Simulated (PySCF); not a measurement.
```xyz
18

C     2.2044    1.3347    1.1550
C     1.9299    0.0269    0.8701
C     0.7725   -0.4893    0.2883
C     0.6165   -1.9498    0.0334
N    -0.2666    0.3195   -0.0887
Si   -1.8354   -0.0823   -0.6904
N    -2.4971    1.4842   -0.9751
H     1.5190    2.1383    0.9449
H     3.1355    1.6130    1.6115
H     2.6889   -0.7023    1.1227
H     0.5990   -2.1546   -1.0386
H    -0.3250   -2.3097    0.4494
H     1.4365   -2.5069    0.4785
H    -0.1084    1.2871    0.1530
H    -1.6868   -0.9570   -1.8631
H    -2.7219   -0.6990    0.3022
H    -3.4783    1.5369   -1.1893
H    -1.9915    2.1168   -1.5754
```

Geometry: GFN2-xTB.

These are results of PySCF 2.14.0, density-fitted response routines, UKS B3LYP, pcH-1 on C H N Si, non-relativistic, mean-field spin-orbit, GIAO, not measurements.

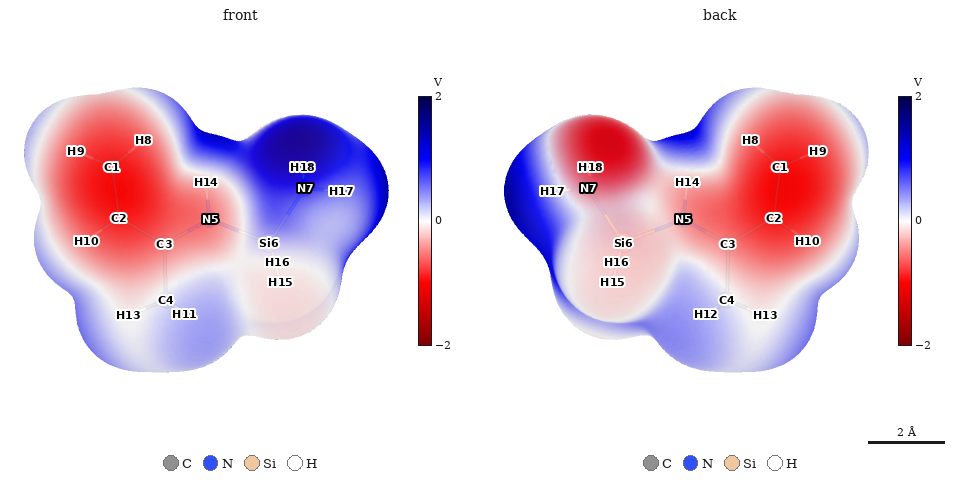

C4H11N2Si (SMILES C=C[C](C)N[SiH2]N) (doublet). The electrostatic potential painted on the density surface at 0.001 e/bohr³, seen from the front and from behind; red is negative and blue positive.

Describe the electrostatic potential map.

Answer. The most negative region (about −1.0 V, or −23 kcal/mol for a unit charge) lies over C1, C2 and N7, the most positive (about +1.5 V, or +35 kcal/mol for a unit charge) over H17 and H18.
